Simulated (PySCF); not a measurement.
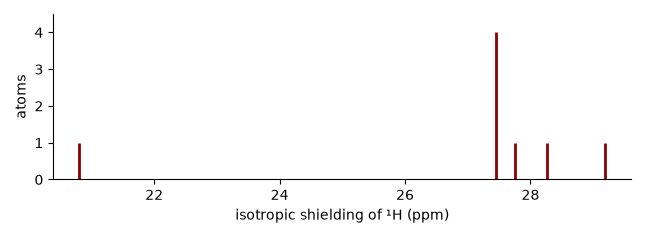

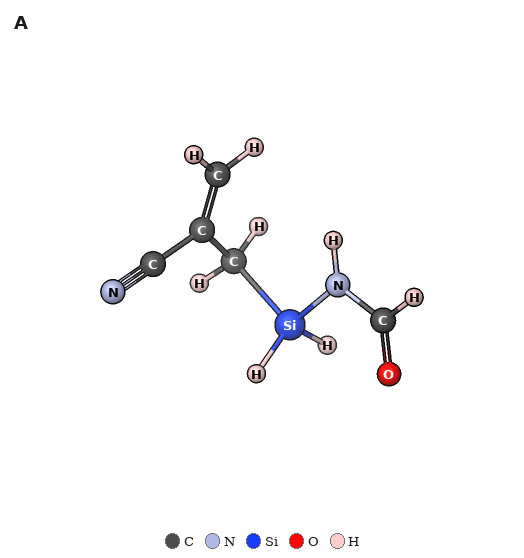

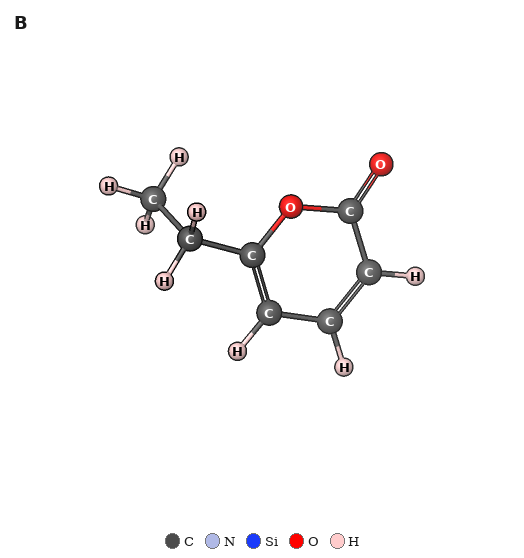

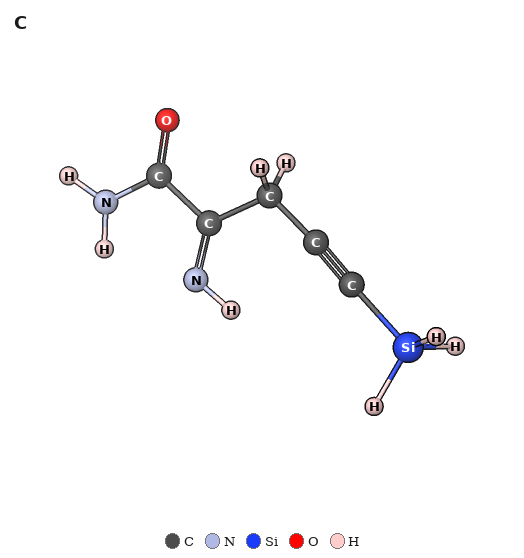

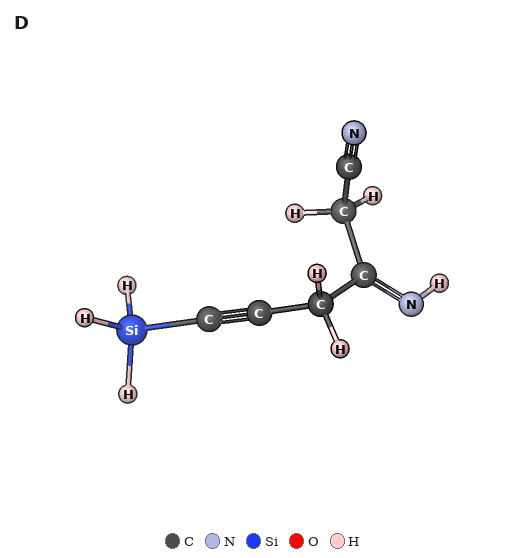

The sticks are computed shieldings of one of the molecules, for one fixed geometry (GFN2-xTB) without averaging over rotations. Low shielding means a high chemical shift. Method: GIAO PBE0/pcSseg-1 NMR shielding, non-relativistic, gas phase (PySCF 2.14.0).

**Which molecule gives this pattern?**

D, `[H]/N=C(\CC#N)CC#C[SiH3]`. Its 8 H atoms give lines at 20.81, 27.44 (4 atoms), 27.75, 28.26, 29.19 ppm.

The geometry is semi-empirical. Around Si such bond lengths and angles can be off by a tenth of an ångström or more and by several degrees, and values that hang on the shape move with them.
